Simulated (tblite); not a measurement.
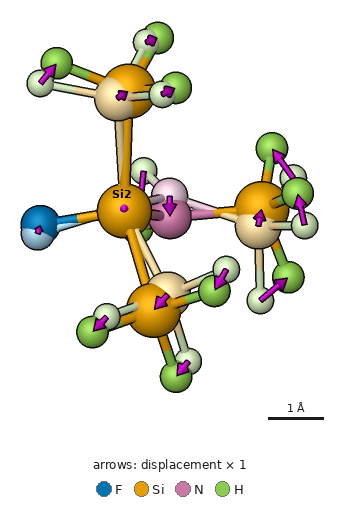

A relaxation of Si$_{4}$NH$_{10}$F. The starting structure is drawn faded, the final one solid; purple arrows show the displacements, at their true length. The two geometries are superimposed by the best rigid fit.

Style: ball-and-stick. Shown from a free direction.

Computed with GFN2-xTB geometry optimisation, gas phase in tblite. 

Which element moves most?

Answer. Hydrogen: up to 1.05 Å, against 0.40 Å for silicon.

What happened in the run?

Answer. An H atom moves most after the best rigid fit: 1.05 Å. By element the largest moves are H 1.05 Å, Si 0.40 Å, N 0.39 Å, F 0.17 Å. Near-neighbour distances that change, for instance: Si–Si 2.228 → 2.319 Å, F–Si 1.690 → 1.638 Å, H–Si 1.489 → 1.466 Å, H–Si 1.446 → 1.463 Å. Among the angles between lasting bonds that change: N–Si–H 117.4° → 105.0°, Si–N–Si 120.8° → 130.7°, Si–Si–Si 113.1° → 122.5°. Groups turn about N–Si by about 45°, N–Si by about 30°. The energy falls by 10.3 kcal/mol in 128 geometry steps. The run took 1.2 s on 1 thread of Arm Neoverse V1 (shared host).
